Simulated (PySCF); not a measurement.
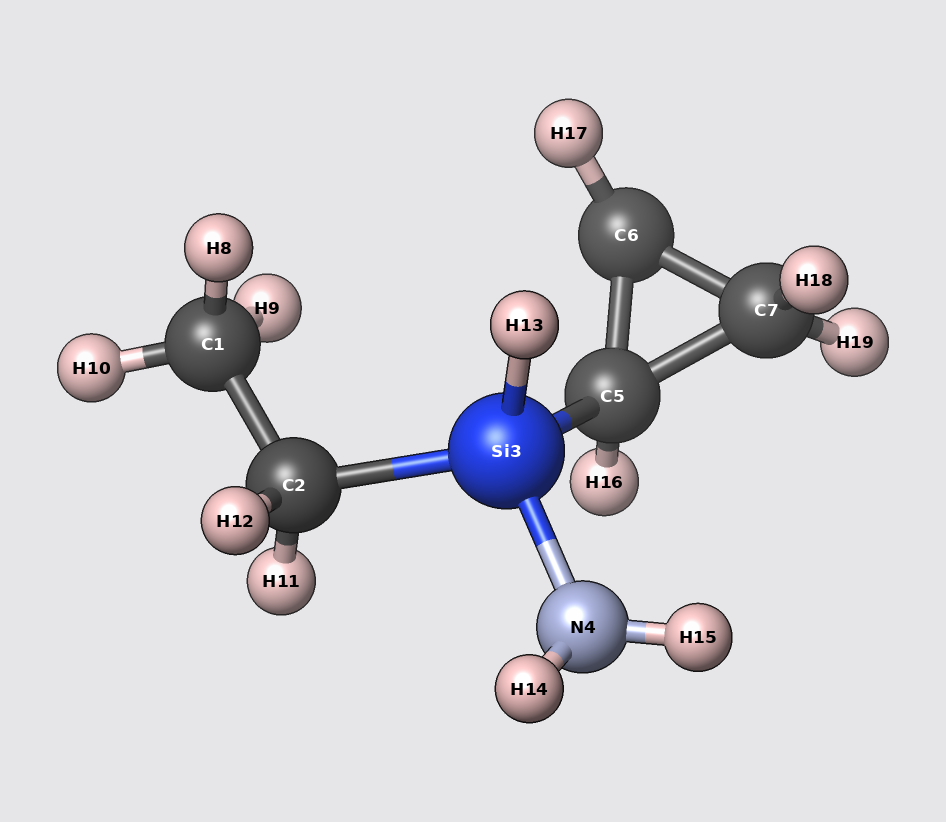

Charge 0, doublet. Computed geometry: GFN2-xTB optimisation. No frequency run is at hand to confirm it as a minimum. Level of theory: UKS B3LYP, pcH-1 on C H N Si, non-relativistic (PySCF 2.14.0). Fermi-contact and spin-dipolar terms alone, no spin-orbit part.

Which nucleus has the largest dipolar (anisotropic) hyperfine coupling?

Answer. 13C at C6: principal values −75.2, −70.5, 145.7 MHz.

List the isotropic and dipolar parts for the most strongly coupled nuclei, one of each equivalent set.

```
atom  isotope  a_iso (MHz)   dipolar part (MHz)
  C6      13C        289.3  −75.2, −70.5, 145.7
 H17       1H         −1.0    −33.3, −3.7, 37.0
 H16       1H        100.8     −6.2, −4.6, 10.8
 H19       1H         70.6     −5.9, −4.1, 10.0
 Si3     29Si        −47.6       −9.4, 4.5, 4.9
  C5      13C        −22.1      −5.9, −1.4, 7.4
 H18       1H         42.9      −4.8, −2.2, 7.0
  C7      13C        −16.2      −3.9, −0.2, 4.1
```

The geometry is semi-empirical. Around Si such bond lengths and angles can be off by a tenth of an ångström or more and by several degrees, and values that hang on the shape move with them.
